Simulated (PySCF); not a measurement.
Vertical excitations of a molecule C2H7BO from TDA-PBE/def2-SVPD (PySCF), as energy in eV (oscillator strength): 6.24 (0.002), 7.09 (0.002), 7.49 (0.000), 7.50 (0.017), 7.62 (0.278), 7.68 (0.007), 8.17 (0.007), 8.30 (0.011), 8.32 (0.206), 8.39 (0.033). Lowest triplet (TDA): 5.72 eV. The structure is a stationary point at PBE0-D3(BJ)/def2-SVP. The values are those of a single conformer.

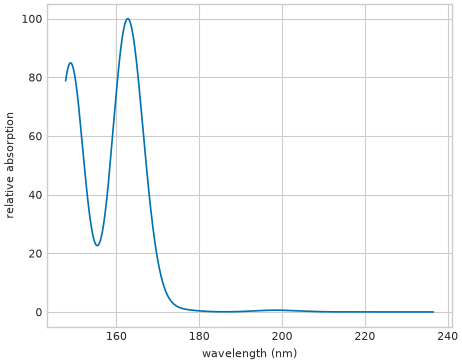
The lines broadened by 0.4 eV.

Pick the molecule that these values belong to.
A. BOCC
B. CBOC
C. CCBO
D. CB(C)O

B, CBOC
